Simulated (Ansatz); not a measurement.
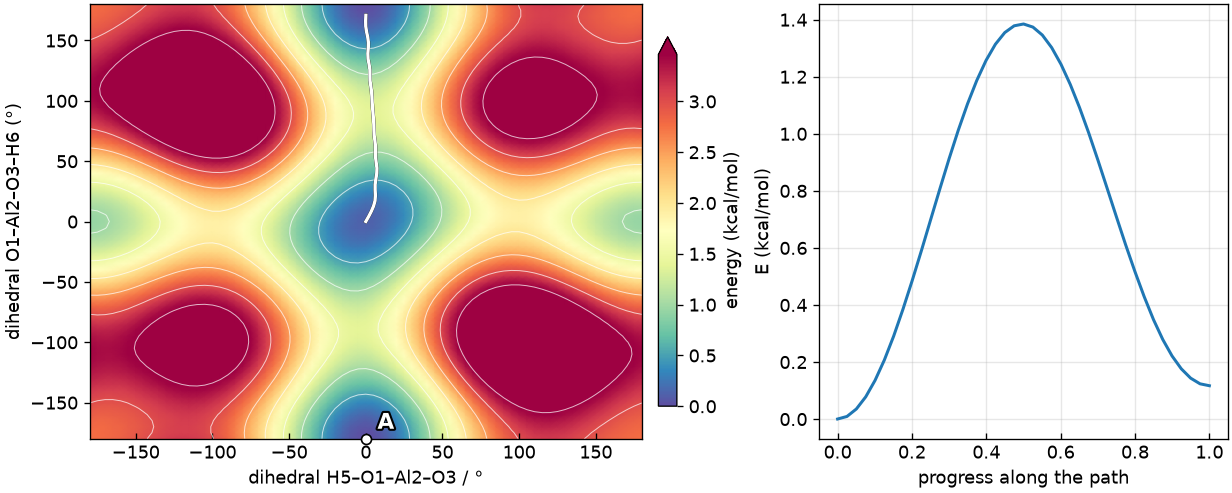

AlH₃O₂S, SMILES [OH][Al]([OH])[SH]. 
- First axis: dihedral H5–O1–Al2–O3. Second axis: dihedral O1–Al2–O3–H6.
- Nothing is relaxed (all other coordinates rigid).
- The scan uses an 18 × 18 grid; 164 points were computed and 160 follow by symmetry.
- Energies are in kcal/mol, from the lowest grid point.
- The calculation used RKS CAM-B3LYP-D4/def2-SVP (Ansatz).

Drawn: a smooth colour map with a few white contour lines, a line along the lowest path, one colour for all values above the top of the scale, the energy along the path at the right, the start A. Between grid points the surface is interpolated.

> Describe the path and its barrier.

The easiest path leads from the well at dihedral H5–O1–Al2–O3 = 0°, dihedral O1–Al2–O3–H6 = −180° to the well at dihedral H5–O1–Al2–O3 = 0°, dihedral O1–Al2–O3–H6 = 0°, about 0.12 kcal/mol higher (on a rigid scan; wells that are mirror images or exchange like atoms can differ by this much). Its highest point lies about 1.4 kcal/mol above the bottom of the first well on the interpolated surface, at about dihedral H5–O1–Al2–O3 = 5°, dihedral O1–Al2–O3–H6 = 90°. The start is the relaxed structure and all else is held, so a fully relaxed path at this level can only be lower.
